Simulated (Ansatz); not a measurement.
# H$_{6}$NSbSi (SMILES N[SiH2][SbH2]): what the fields show

Input file:

```
crystal:
  periodic: [false, false, false]
  atoms:
    - { symbol: "N", position_ang: [-0.9033, 0.7201, -1.2646] }
    - { symbol: Si, position_ang: [0.1048, 0.6204, 0.1561] }
    - { symbol: Sb, position_ang: [-0.5361, -1.4498, 1.434] }
    - { symbol: H, position_ang: [-1.48965, -0.10677, -1.31185] }
    - { symbol: H, position_ang: [-1.59623, 1.53482, -1.14172] }
    - { symbol: H, position_ang: [-0.0648, 1.8206, 1.0135] }
    - { symbol: H, position_ang: [1.5375, 0.5338, -0.2727] }
    - { symbol: H, position_ang: [0.2613, -2.4644, 0.2121] }
    - { symbol: H, position_ang: [0.9985, -1.3567, 2.4116] }
basis:
  gaussian: { orbitals: def2-SVPD }
hamiltonian:
  xc: b3lyp
relax:
  f_tol: 0.015
  max_steps: 40
output:
  orbitals: {}
```

Command:

```sh
ansatz run input.yaml --threads 2 --pin off --max-ram 3072MiB --backend cpu --events-out ev --progress --plain --runs-dir out
```

The fields are those of the relaxed geometry.

Core potentials replace the inner electrons of Sb.

All numbers below come from RKS B3LYP/def2-SVPD (Ansatz 0.2.0).

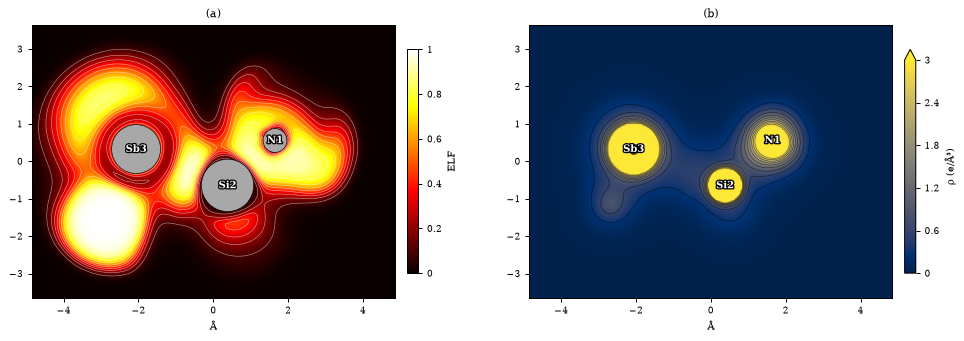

Figure 1. (a) electron localisation function; (b) electron density on the plane of atoms N1, Si2 and Sb3. Grey discs cover the atomic cores in the ELF map.

Describe what can be read from this map.

Answer.
- The section cuts through N, Si and Sb sites.
- Si–N (1.75 Å): the density is about 1 e/Å³ at the midpoint; the ELF peaks at about 0.90 between the atoms; a shared but strongly polarised pair.
- Si–Sb (2.63 Å): the density is about 0.49 e/Å³ at the midpoint; the ELF peaks at about 0.95 between the atoms; a covalent bond.
- The ELF also peaks beside N1 and Sb3, away from the bonds: lone-pair regions.

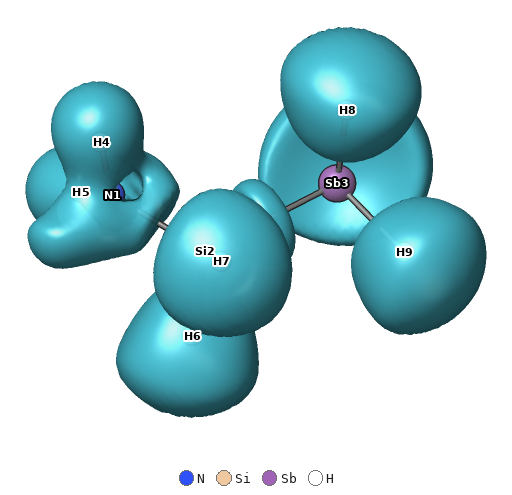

Figure 2. Isosurface of the ELF at 0.75 (cyan), seen across its widest extent. Only the valence region is drawn (cores and ρ < 0.01 e/Å³ removed).

Where are the electrons localised?

Answer. The surface consists of one region between bonded Sb–Si atoms (shared pairs), four regions around hydrogen nuclei, one lobe on Sb, pointing away from the bonds (lone pairs) and one joined region spread over several atoms (H, N), in which their bonds and any lone pairs are merged.

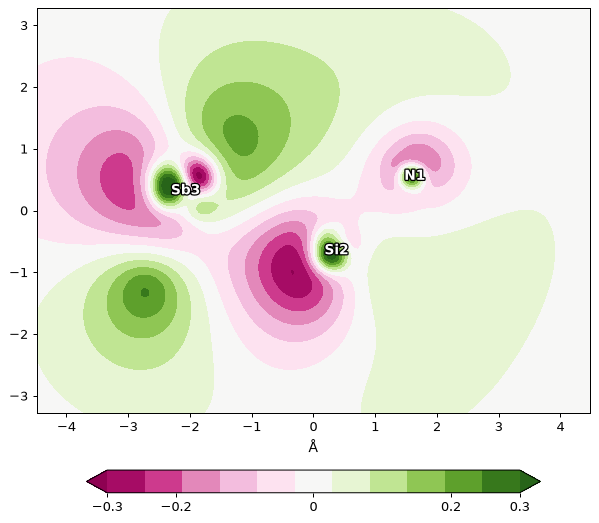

Figure 3. The LUMO on the plane of atoms N1, Si2 and Sb3 (values in Å⁻³ᐟ²; the overall sign is arbitrary).

What is the character of this orbital?

Answer. By Hirshfeld shares it lies mainly on Sb3 (about 40 %), Si2 (about 25 %) and H9 (about 10 %). Its energy is −0.62 eV.

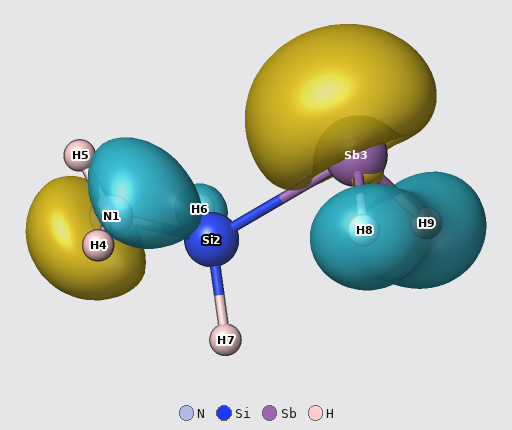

Figure 4. The HOMO−1 at ±0.1 Å⁻³ᐟ² (yellow and cyan are the two phases), seen from one side.

What is the character of this orbital?

Answer. It lies mainly on Sb3 (about 50 %), N1 (about 25 %), H9 (about 10 %) and H8 (about 10 %). Its energy is −7.46 eV.
